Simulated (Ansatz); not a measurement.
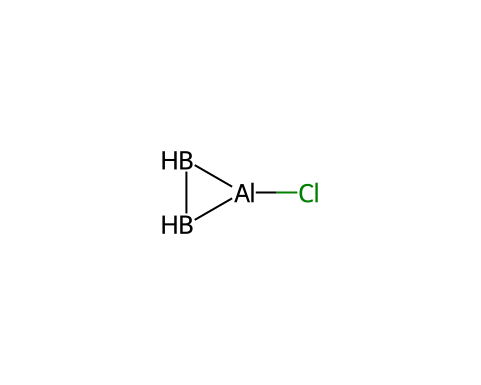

Skeletal drawing of a molecule.

Give its SMILES.

[Cl][Al]1[BH][BH]1

What is the molecular formula?

AlB2ClH2.

An optimisation with PBE0-D4/def2-TZVP gave a structure of which point group?

C2v.

The parts below concern this one geometry. Atoms keep their numbers from picture to picture. Computed geometry: PBE0-D4/def2-TZVP optimisation. No frequency run is at hand to confirm it as a minimum.

## Electronic properties

No frequency run is at hand to confirm it as a minimum. Level of theory: RKS PBE0-D4/def2-TZVPP (Ansatz 0.2.0).

Predict the main results.

- HOMO energy (Kohn–Sham orbital): −6.33 eV
- LUMO energy (Kohn–Sham orbital): −2.38 eV
- HOMO–LUMO gap: 3.95 eV

## Charges

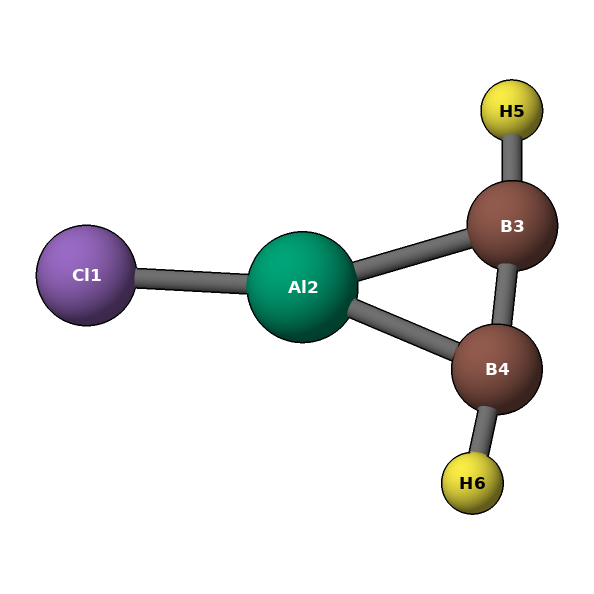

The questions are on Mulliken charges. No frequency run is at hand to confirm it as a minimum. Properties computed with RKS PBE0-D4/def2-TZVP (Ansatz 0.2.0).

Which atom carries the highest charge (most positive or least negative)?

Al2 (0.28 e).

And the lowest?

Cl1 (−0.18 e).

Give the Mulliken charges atom by atom.

```tsv
atom	value (e)
Cl1	−0.18
Al2	0.28
B3	−0.13
B4	−0.12
H5	0.08
H6	0.08
```

## Dipole moment

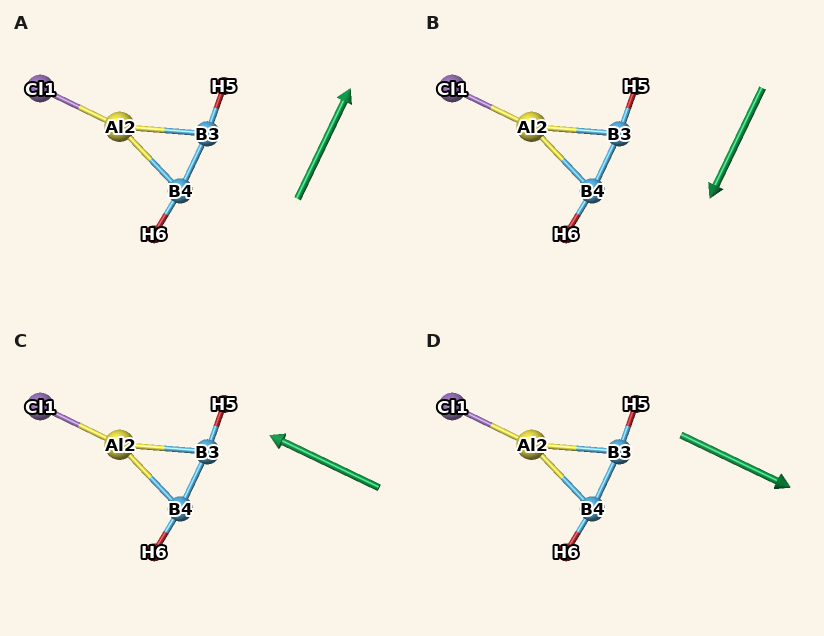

The same molecule four times, each with an arrow. No frequency run is at hand to confirm it as a minimum. Properties computed with RKS PBE0-D4/def2-TZVP (Ansatz 0.2.0).

Which arrow points along the dipole moment, from the negative to the positive end?

C. The dipole moment is 1.63 D; it points from the side of B3, B4, H5, H6 to the side of Cl1 (the outermost atoms at the two ends).

Mulliken values depend strongly on the basis set and can even reverse the polarity of a bond.
